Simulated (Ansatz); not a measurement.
# Cl₂ (singlet): the correlation ladder, cc-pV(Q+d)Z

How much of the correlation energy of Cl₂ (singlet) does each wave-function method recover here?

The runs use Ansatz 0.2.0, Gaussian basis; cc-pV(Q+d)Z, core rule «outside noble gas», up to 10 orbitals frozen.

To be run: UHF; CCSD(T) on RHF; BCCD(T) on RHF; CISD; CCSDT(Q) on RHF; CASSCF and NEVPT2, 14 electrons in 8 orbitals.

9 further runs of the same task are left out: 9 set aside as unsound or not needed.

## (1) The system

The geometry is an MP2(full)/6-31G* stationary point (not a proven minimum).

2 atoms, charge 0, spin multiplicity 1.

Atoms are counted from 1 here; the program's logs count them from 0.

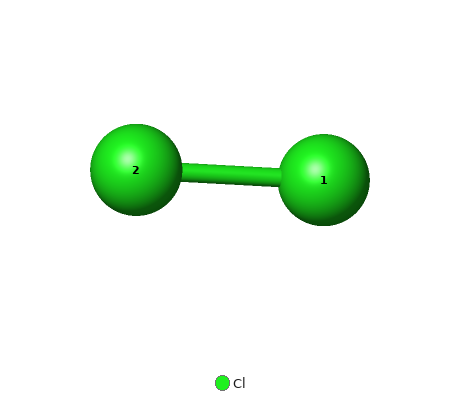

The geometry (chlorine green); atoms are numbered from 1 in the order of the file.

Geometry (Å):

```mol
Cl2
  3D, bonds by distance, orders not assigned

  2  1  0  0  0  0  0  0  0  0999 V2000
    0.0000    0.0000    0.0000 Cl  0  0
    0.0000    0.0000    2.0151 Cl  0  0
  1  2  8  0
M  END
```

## (2) UHF

Input file in.yaml:

```yaml
crystal:
  periodic: [false, false, false]
  atoms:
    - {symbol: Cl, position_ang: [0.000000, 0.000000, 0.000000]}
    - {symbol: Cl, position_ang: [0.000000, 0.000000, 2.015082]}
basis:
  gaussian: {orbitals: "cc-pV(Q+d)Z.json"}
magnetization: {spin_polarized: true, initial_magnetization: 0}
hamiltonian: {xc: hf}
output: {orbitals: {seedname: orbitals}}
```

Started as:

```console
$ ansatz run in.yaml --threads 1 --pin off --events-out ev --progress --plain --max-ram 4096MiB --backend cpu
```

The runs that follow: CCSD(T) on RHF; BCCD(T) on RHF; CISD; CCSDT(Q) on RHF; CASSCF and NEVPT2, 14 electrons in 8 orbitals.

Before running them: what should the planned runs give, taken together? Wanted: RCCSDT(Q) below the RHF energy; RMP2 from RCCSDT(Q); RCCSD from RCCSDT(Q); RCCSD(T) from RCCSDT(Q); NEVPT2 valence from RCCSDT(Q); T1 diagnostic; effectively unpaired electrons.

**Answer**, as computed:

```
                         quantity            value
   RCCSDT(Q) below the RHF energy      -12.8783 eV
              RMP2 from RCCSDT(Q)  +34.21 kcal/mol
             RCCSD from RCCSDT(Q)  +15.03 kcal/mol
          RCCSD(T) from RCCSDT(Q)   +1.36 kcal/mol
    NEVPT2 valence from RCCSDT(Q)  +61.06 kcal/mol
levels within 1 kcal/mol (43 meV)           RCCSDT
                    T1 diagnostic            0.009
   effectively unpaired electrons             0.02
```

**Reading.** RCCSD(T) lands +1.36 kcal/mol from the yardstick (0.5 % of the correlation energy). One determinant dominates. These misses are within one basis, not against nature.
